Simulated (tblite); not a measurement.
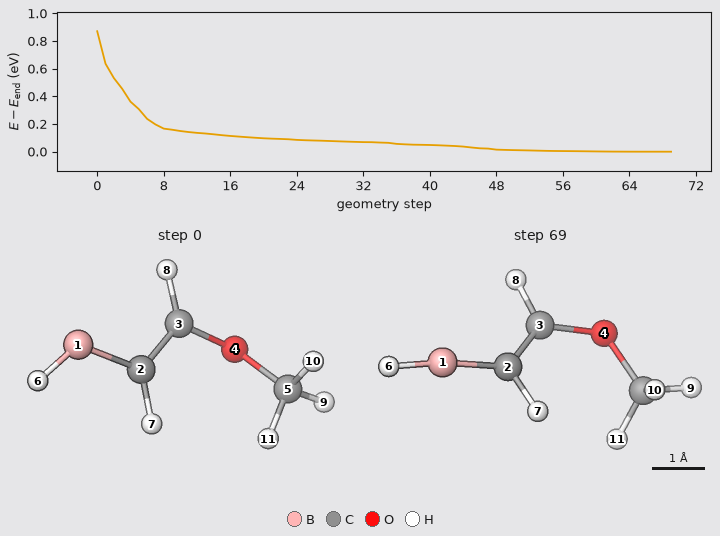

First and last geometry of a relaxation of C₃H₆BO (multiplicity 2), with the history of the run. The picture is a ball-and-stick view, seen from a free direction.

All numbers below come from GFN2-xTB geometry optimisation, gas phase in tblite. 

Read the history and describe the run.

It converged. The atom that moves furthest after the best rigid fit is H7 (0.79 Å). Largest moves by element: H 0.79 Å, O 0.38 Å, B 0.35 Å, C 0.24 Å. Among the contacts that change: B1–C2 1.567 → 1.433 Å, C2–C3 1.345 → 1.378 Å, C5–H9 1.119 → 1.089 Å, C3–O4 1.400 → 1.373 Å. Among the angles between lasting bonds that change: C2–B1–H6 124.7° → 172.0°, O4–C3–H8 123.2° → 109.9°, B1–C2–C3 120.0° → 132.4°. Groups turn about C3–O4 by about 60°. Over 69 geometry steps the energy falls by 0.872 eV.
